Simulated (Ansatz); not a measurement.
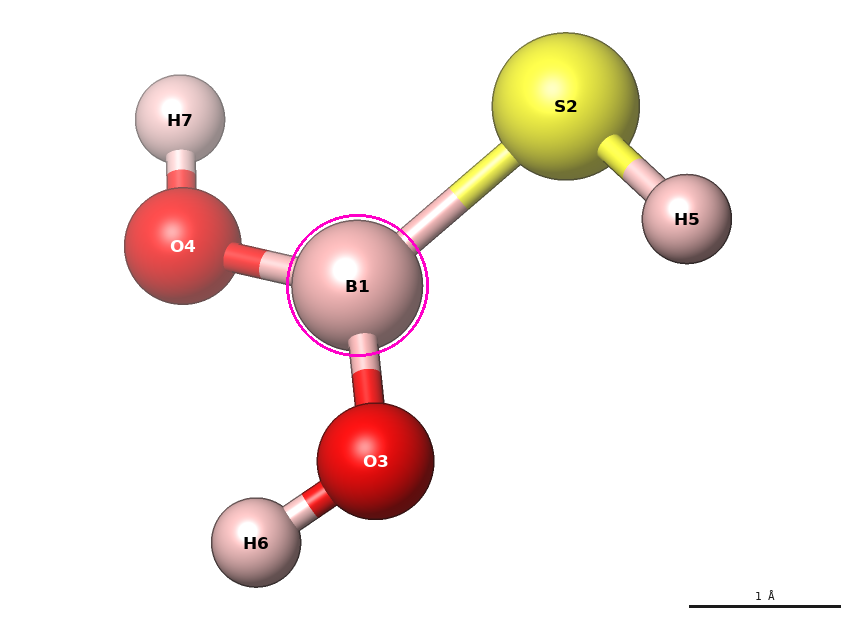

Orthographic view. Depth is shown by fading: the farther an atom, the more it takes the colour of the background. The geometry was computed by an optimisation with PBE0-D4/def2-TZVP.

### Name the neighbours of the circled atom.

The circled atom is B1; it is bonded to S2, O3, O4.

### Which atom is farthest from the viewer?

H7, 1.2 Å behind the mean position.

### Which two atoms are farthest apart in space?

H5 and H7, 3.92 Å.
